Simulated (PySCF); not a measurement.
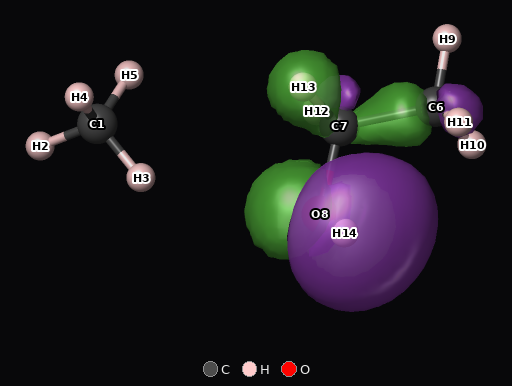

*C3H10O, SMILES `C.CCO`. Unrelaxed difference density of S₁ less the ground state (TDA singlet states), ±0.03 e/Å³; purple: gain, green: loss.*

PySCF calculation, B3LYP/def2-SVP, gas phase; geometry: an unrelaxed start of a pair search. Without diffuse functions Rydberg states are missing, so the states' numbers hold for this basis only.

**How does the charge move on excitation?**

0.81 e is displaced in all, of which about 0.5 e passes between atoms: O8 (0.51 e) loses electrons and H14 (0.33 e) and H11 (0.09 e) gain them. The state: 7.26 eV (171 nm), f = 0.008; the leading pair carries 100 %; hole on O8 (67 %), C7 (11 %) and H13 (7 %), electron on H14 (37 %), O8 (16 %) and H11 (9 %); their centroids lie 0.9 Å apart.
